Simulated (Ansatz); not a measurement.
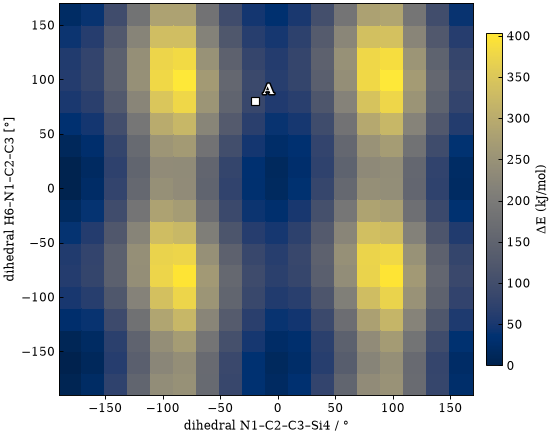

C₂H₆ClNSi, SMILES NC=C[SiH2]Cl. The first coordinate is: dihedral N1–C2–C3–Si4; the second: dihedral H6–N1–C2–C3. Nothing is relaxed (all other coordinates rigid). Grid: 18 × 18 points. Points are written as (first, second). Energies are in kJ/mol, from the lowest grid point. Energies and slopes of some neighbouring points disagree (a jump in structure or state, or too coarse a mesh). The dihedral twists a double bond; near 90° a spin-restricted reference is unreliable. The calculation used RHF/def2-SVP (Ansatz).

The picture shows one coloured cell a grid point, the point A.

Which way does the force act at A, and how strong is it?

A, at (−20°, 80°), is not a stationary point. The computed force is 2.4 kJ/mol for each degree towards larger values of dihedral N1–C2–C3–Si4 and 0.61 kJ/mol for each degree towards smaller values of dihedral H6–N1–C2–C3.
